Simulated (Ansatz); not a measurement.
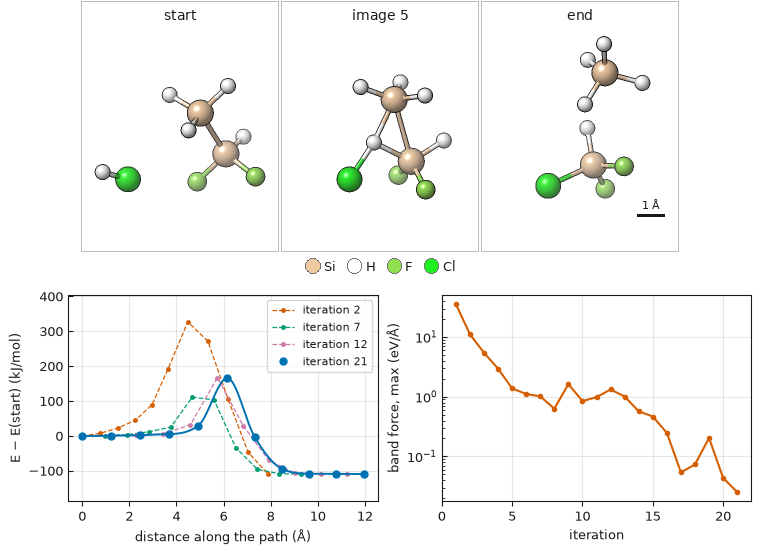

A nudged-elastic-band calculation for Si2H5ClF2, made up at the start of Si2H4F2 and HCl. Images are numbered from 0 (start) to 10 (end). The plot follows the band through its iterations. Style: ball-and-stick. Shown at a tilt.

Method: Ansatz 0.2.0, RKS PBE0-D4/6-31G*. Run with 9 movable images; climbing image; force threshold 0.03 eV/Å; iteration limit 30; starting path through a guess of the saddle point.

> How did the profile develop, and is the result final?

The result is final at these settings. The band converged in 21 iterations. The largest component of the band force went from 36 to 0.025 eV/Å. The climbing image converged on the top of the path. Its vibrational analysis gives one imaginary mode (914i cm⁻¹), as a transition state must have. The first iteration put the highest image at 1015.6 kJ/mol. Forward barrier 166.0 kJ/mol, backward barrier 275.1 kJ/mol, with image 5 at the top; the reaction energy is −109.2 kJ/mol.

Limits of the set-up: the start holds two separate molecules, 3.0 Å apart at their closest, whose relative position is a soft coordinate.
